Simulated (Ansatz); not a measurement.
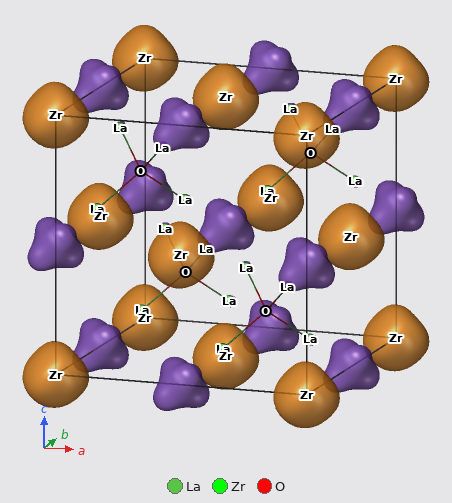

Figure. La4ZrO. Isosurfaces of the spin density (up minus down) at +0.08 (orange) and −0.08 e/Å³ (purple), seen slightly off an axis. Sticks mark near contacts.

Space group F-43m; a structure generated by program, which may or may not match a known phase; spin-polarised.

Method: Ansatz, DFT PBE, scalar-relativistic, plane waves, PAW.

Which atoms carry the moments, and with what signs?

The spin density sits on Zr: +2.1 μB (×4) in one cell of 24 atoms, with smaller moments on other sites: La (up to −0.13 μB): parallel main moments, as they must be, since the calculation's own cell holds one magnetic site. The cell of the calculation (6 atoms) carries 0.9 μB of net spin moment.
